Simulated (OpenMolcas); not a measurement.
**Ce³⁺ among point charges: CASSCF and CASPT2 levels and susceptibility**

Aim: the splitting of the states of Ce³⁺ in the field of 12 point charges, its lowest levels with spin-orbit coupling and its magnetic susceptibility.

The numbers are computed with OpenMolcas 26.06 (state-averaged CASSCF and CASPT2, spin-orbit coupling by RASSI with atomic mean-field integrals), except any that are marked as measured or tabulated.

## 1. The system

```
Species                           : Ce³⁺ (cerium, Z = 58, 55 electrons)
Basis                             : ANO-RCC-VDZP [7s6p4d2f1g], 68 functions
Scalar Hamiltonian                : DKH2, point nucleus
Inactive shells                   : 1s 2s 2p 3s 3p 3d 4s 4p 4d 5s 5p
Active space                      : 1 electron in 7 orbitals (4f)
Some configurations of this space : 4f
Orbitals                          : optimised for the highest spin of each parity, averaged over all roots
```

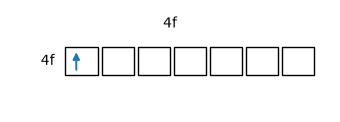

Occupation of the outer shells (arrows by Hund's rule).

The ion sits among 12 point charges of -1.5 e arranged as a cuboctahedron (Oh), 2.97 Å from the ion.

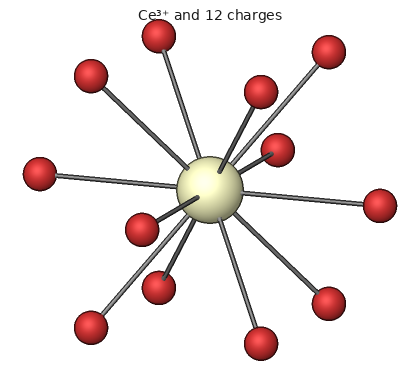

The ion and the point charges (red).

Each step is its own input file, run in one work folder so that later steps find the files of earlier ones. Labels, J, g values, rates, χT and fits are worked out afterwards by a script from the matrices that RASSI stores. The input lists half of the charges; inversion (Group=XYZ) makes the rest.

## 2. One- and two-electron integrals

The input, a.inp:

```
&GATEWAY
Coord
1

Ce 0.0 0.0 0.0
Basis=ANO-RCC-VDZP
Group=XYZ
NoMove
AngMom=0.0 0.0 0.0
AMFI
XField
6 Angstrom 0
2.100107 2.100107 0.000000 -1.500000
2.100107 -2.100107 0.000000 -1.500000
0.000000 2.100107 2.100107 -1.500000
0.000000 2.100107 -2.100107 -1.500000
2.100107 0.000000 2.100107 -1.500000
2.100107 0.000000 -2.100107 -1.500000
&SEWARD
```

Command:

```bash
$ OMP_NUM_THREADS=1 MOLCAS_MEM=2252 MOLCAS_PROJECT=a pymolcas a.inp > a.log
```

## 3. CASSCF: doublets of odd parity, 7 roots

The input, a.inp:

```
&RASSCF
FileOrb=start.orb
Symmetry=2
Spin=2
nActEl=1 0 0
Inactive=15 12
Ras2=0 7
CIRoot=7 7 1
SDav=7
CIMx=300
Iter=120 100
PrWF=0.3
OrbListing=Nothing
MaxOrb=0
>>> COPY $Project.JobIph JOB001
```

start.orb holds the contracted functions of the basis, ordered by shell, or the orbitals of the step before.

## 4. RASSI: spin-orbit coupling between the states

The input, a.inp:

```
&RASSI
NrOfJobIphs=1 7
1 2 3 4 5 6 7
IphNames
JOB001
EJob
SpinOrbit
DIPRint=1.0
SOCoupling=1000.0
Subsets=2
Property=9
'ANGMOM' 1 'ANGMOM' 2 'ANGMOM' 3 'MLTPL  1' 1 'MLTPL  1' 2 'MLTPL  1' 3
'AMFI' 1 'AMFI' 2 'AMFI' 3
SOProperty=3
'ANGMOM' 1 'ANGMOM' 2 'ANGMOM' 3
```

## 5. CASPT2: IPEA 0.25, imaginary shift 0.1 (closed shells correlated: 5s 5p)

The input, a.inp:

```
>>> COPY JOB001 $Project.JobIph
&CASPT2
Multistate=7 1 2 3 4 5 6 7
NoMult
Frozen=14 9
IPEA=0.25
Imaginary=0.1
MaxIter=60
WThr=0.0 0.3 0.05
PrWF=0.5
NoMix
```

(Steps that only read results are left out.)

**Question.** What will these runs give? Wanted: spin-free ground state; first state of the same spin within the active space; lowest level; next level.

**Answer**, as computed:

| quantity | value |
| --- | --- |
| method | SS-CASPT2, IPEA 0.25, imaginary shift 0.1 (closed shells correlated: 5s 5p) |
| spin-free ground state | 2T1, 3-fold in its orbital part |
| first state of the same spin within the active space | 2T2 at 165 cm⁻¹ |
| lowest level | 4-fold Γ8 |
| next level | 170.2 cm⁻¹ |
| χT at 300 K | 0.79 cm³ K/mol |
| effective moment at 300 K | 2.52 μB |

Cost by method:

```csv
method,time of its own steps,time with the reference
A. CASSCF,1.9 s,1.9 s
"B. SS-CASPT2, IPEA 0.25, imaginary shift 0.1, +5s 5p",1.2 s,3.1 s
```

Times are of one thread on a shared host.

**Reading.** The spin-free ground state (2T1) comes to 100 % from free-ion F terms and keeps the highest spin of the shell. CASPT2 does not keep the components of a term degenerate, and the means are used. This is an electrostatic model: the charges have no orbitals.
